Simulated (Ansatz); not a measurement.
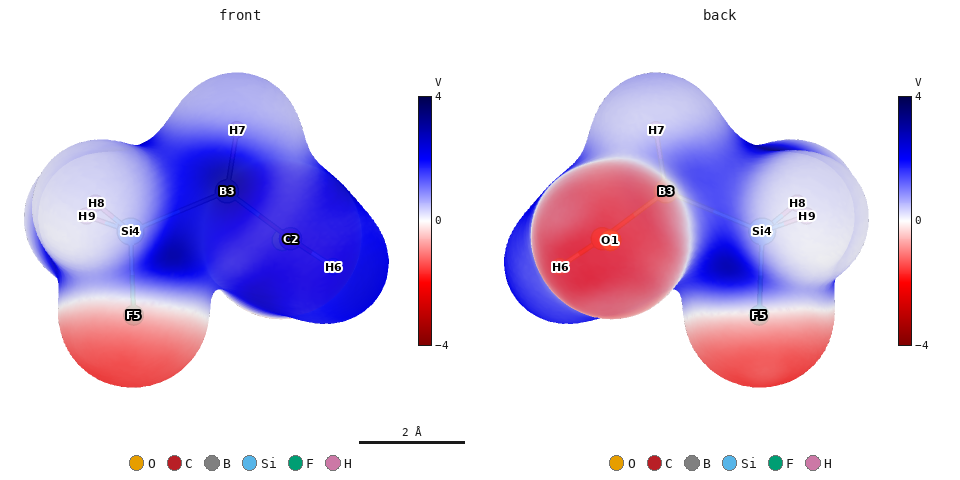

CH4BFOSi (SMILES O=CB[SiH2]F). The electrostatic potential painted on the density surface at 0.004 e/bohr³, seen from the front and from behind; red is negative and blue positive.

Geometry: PBE0-D4/def2-TZVP.

Level of theory: isolated molecule in a Gaussian basis; Hartree-Fock in Ansatz.

```xyz
9

O    -0.7895    0.7804    1.7038
C    -0.1283    1.4421    0.9104
B     0.6281    0.1887    0.4958
Si   -0.0772   -1.0076   -0.9450
F    -1.3608   -0.3492   -1.6597
H    -0.2624    2.5250    0.7785
H     1.6087   -0.0849    1.1217
H     0.9640   -1.2026   -1.9919
H    -0.4942   -2.3381   -0.4309
```

Where is the surface potential most negative and most positive?

Answer. The most negative region (about −1.6 V) lies over O1, the most positive (about +2.9 V) over B3 and Si4. O1 is the likeliest acceptor of a hydrogen bond.

How polar is the molecule by this calculation?

Answer. Its dipole moment is 2.83 D.
